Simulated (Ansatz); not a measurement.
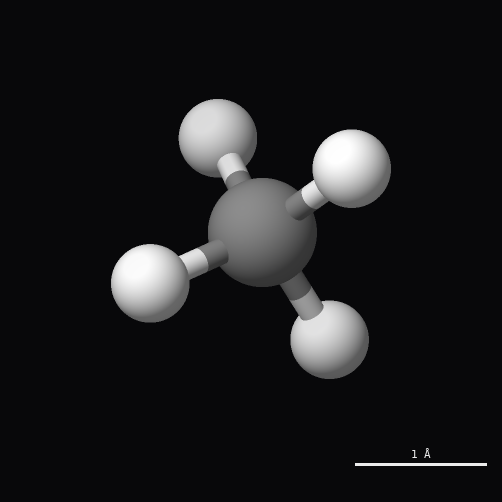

Rendered structure (ball-and-stick style). Colours: carbon grey, hydrogen white.

Computed geometry: PBE0-D4/def2-TZVP optimisation.

Description:

The molecule is CH4. This geometry has Td symmetry. Coordination: 1 C tetrahedral.

More results for the same structure follow; atom numbers are the same in all pictures, views and colours differ.

## Shape

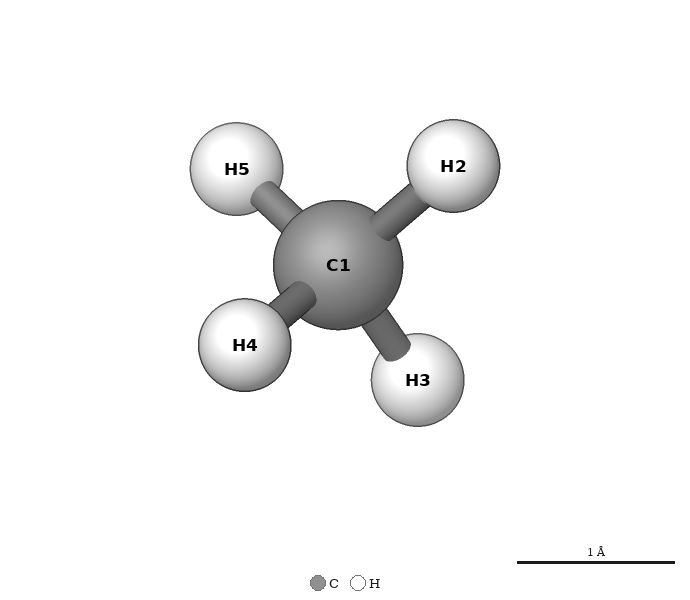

The atoms are numbered.

Which atoms are bonded, and how long are the bonds?

```csv
bond,length (Å)
C1–H2,1.090
C1–H3,1.090
C1–H4,1.090
C1–H5,1.090
```

## Electronic properties

Level of theory: RKS PBE0-D4/def2-TZVPP (Ansatz 0.2.0).

What is the HOMO energy (Kohn–Sham orbital)?

Answer. −10.98 eV.

Estimate the HOMO–LUMO gap.

Answer. 12.68 eV.

## Vibrations

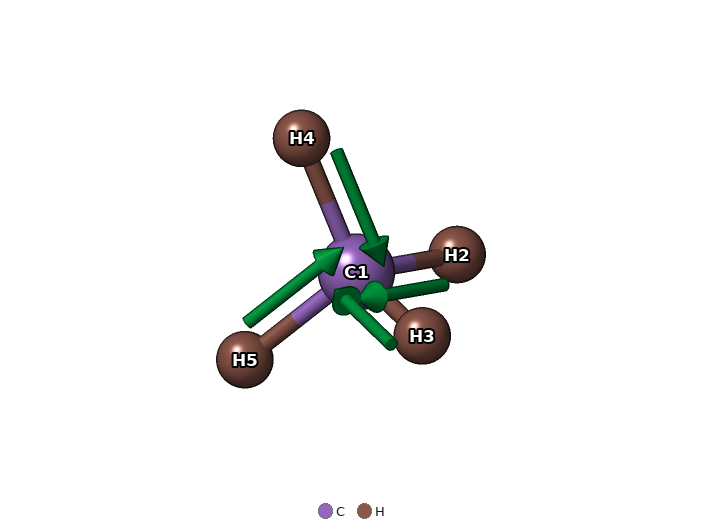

The arrows show one normal mode. Harmonic vibrations computed with RKS PBE0-D4/def2-TZVP (Ansatz 0.2.0) at a stationary point of the same level.

Describe the motion.

Answer. Mostly in-phase stretching of 4 C–H bonds.

At what wavenumber does it lie?

Answer. 3047 cm⁻¹; it is mode 6 of 9 counted from the lowest.

## Thermal motion

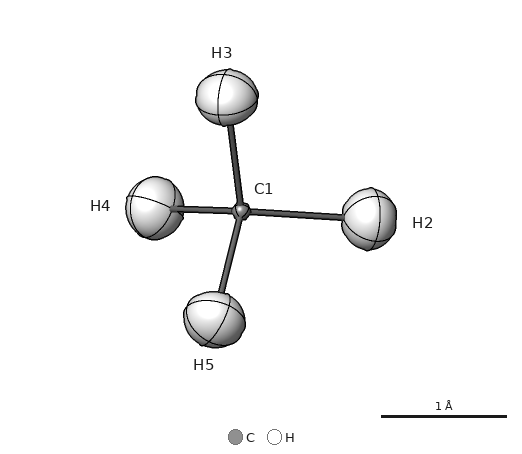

Displacement ellipsoids at the 50 % level, enlarged 2 times, from the internal vibrations of the free molecule (harmonic, no overall translation or rotation; no half-axis is drawn under 0.075 Å). Vibrations computed with RKS PBE0-D4/def2-TZVP (Ansatz 0.2.0). Temperature: 200 K.

Give the displacement parameters, one line for each set of equivalent atoms.

```
          atom  U_eq (Å²)   rms amplitudes (Å)
            C1    0.00021  0.014, 0.014, 0.014
H2, H3, H4, H5     0.0061  0.071, 0.081, 0.081
```

## Charges

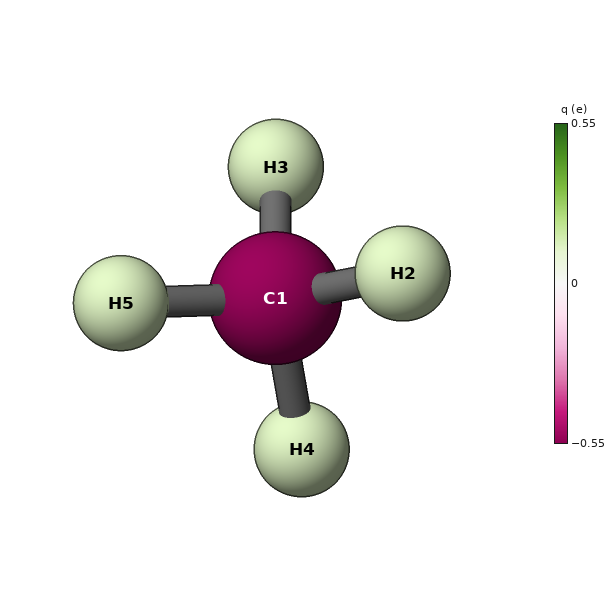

Atoms are coloured by their Mulliken charges. Properties computed with RKS PBE0-D4/def2-TZVP (Ansatz 0.2.0).

Give the Mulliken charges atom by atom.

```tsv
atom	value (e)
C1	−0.53
H2	0.13
H3	0.13
H4	0.13
H5	0.13
```

Mulliken values depend strongly on the basis set and can even reverse the polarity of a bond.
